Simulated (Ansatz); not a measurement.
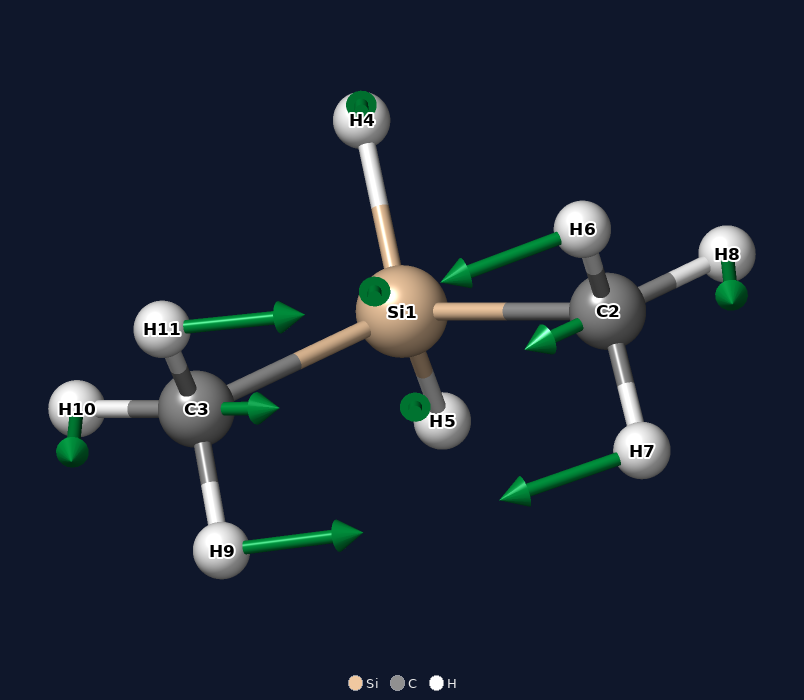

The arrows show one normal mode. Harmonic vibrations computed with RKS PBE0-D4/def2-TZVP (Ansatz 0.2.0) at a stationary point of the same level.

At what wavenumber does it lie?

Answer. 207 cm⁻¹; it is mode 3 of 27 counted from the lowest.
